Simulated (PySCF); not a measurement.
C₅H₉F

The calculation's input:

```
{"job": {"kind": "nmr", "xc": "PBE0", "basis": "pcSseg-1", "pop": false}, "charge": 0, "multiplicity": 1}
C      2.063600     0.651800    -0.287800
C      0.887600    -0.208800    -0.357000
C     -0.275300     0.075800     0.207100
C     -1.508200    -0.798300    -0.014500
C     -2.462000     0.103600    -0.917400
F     -1.238300    -1.933500    -0.585900
H      2.426200     0.838000    -1.276700
H      2.956700     0.229600     0.113000
H      1.870800     1.608300     0.267500
H      0.953500    -1.022700    -1.116100
H     -0.482000     0.863600     0.941800
H     -2.054800    -1.069800     0.944500
H     -3.060000     0.657000    -0.113900
H     -2.947900    -0.447900    -1.722400
H     -1.820100     0.867200    -1.392300
```

Command:

```sh
OMP_NUM_THREADS=1 python probes_run.py task.json out
```

Geometry: GFN2-xTB, MD frame at 250 fs, 600 K.

Computed with PySCF, PBE0/pcSseg-1, SCF density, gas phase, non-relativistic.

**Predict the electron density and electron localisation function between the atoms.**

C–F (1.30 Å): ρ at the midpoint is about 2.6 e/Å³; the ELF peaks at about 0.85 between the atoms: a polar covalent bond.
C–C (1.32 Å): the density is about 2.3 e/Å³ at the midpoint; the ELF peaks at about 0.90 between the atoms; a short, multiple covalent bond.
C–C (1.46 Å): ρ at the midpoint is about 1.8 e/Å³; the ELF peaks at about 0.95 between the atoms (localised, covalent bonding).
C–C (1.53 Å): ρ at the midpoint is about 1.7 e/Å³; the ELF peaks at about 0.95 between the atoms: a covalent bond.

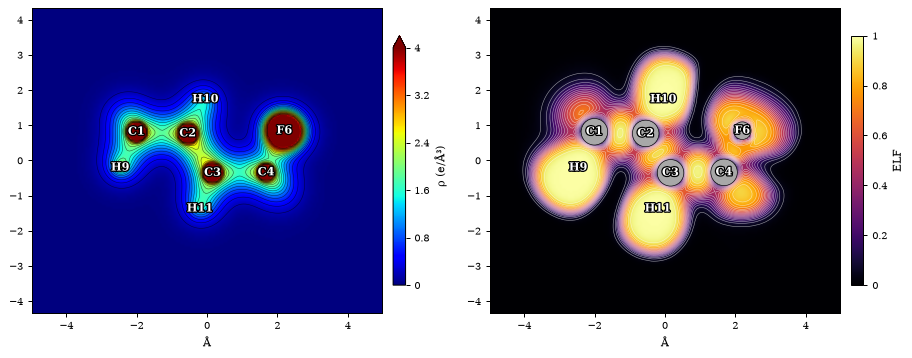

Computed electron density and electron localisation function on the plane of atoms C1, C2 and C3, in this order. Grey discs cover the atomic cores in the ELF map. 
